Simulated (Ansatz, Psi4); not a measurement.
Intermolecular potential of CH6Si ··· HF (SMILES C[SiH3] and F). Monomers: optimised at B3LYP-D3(BJ) (def2-TZVP), held rigid. Orientation: lowest of the rigid-body minima from ten starts at GFN2-xTB. Only R, the distance of the centres of mass, is varied, so the lowest point isn't the relaxed dimer.

Levels: SAPT0/jun-cc-pVDZ, frozen core (Psi4); PBE/def2-TZVP, counterpoise-corrected (Psi4); PBE0/def2-TZVP, counterpoise-corrected (Psi4); wB97X-D/def2-TZVP, counterpoise-corrected (Psi4); MP2/aug-cc-pVTZ = DF-MP2/aug-cc-pVTZ, frozen core, counterpoise-corrected (Psi4); CCSD(T)/aug-cc-pVDZ = Ansatz (a quantum-chemistry and plane-wave program) with CCSD(T) on RHF/aug-cc-pVDZ, frozen core, counterpoise-corrected.

Cost and agreement with CCSD(T)/aug-cc-pVDZ over the 11 points of the scan, with CCSD(T)/aug-cc-pVDZ as yardstick. Costs are rough ratios of core time within Psi4 on shared cores, each with its mean field (Kohn-Sham runs search longer for lower solutions than correlated ones do); the miss is the largest difference from CCSD(T) of the interaction energy, in kJ/mol.

Task: Which is the cheapest of these levels that stays within 4.4 kJ/mol of CCSD(T)/aug-cc-pVDZ?

Result: SAPT0/jun-cc-pVDZ.

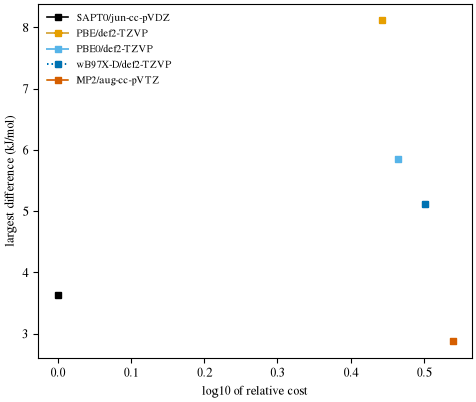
Miss against cost, one point a level.

```tsv
level	relative cost	largest difference
SAPT0/jun-cc-pVDZ	1	3.63
PBE/def2-TZVP	3	8.12
PBE0/def2-TZVP	3	5.85
wB97X-D/def2-TZVP	3	5.12
MP2/aug-cc-pVTZ	3	2.87
```

Costs within a factor of two of each other count as equal.
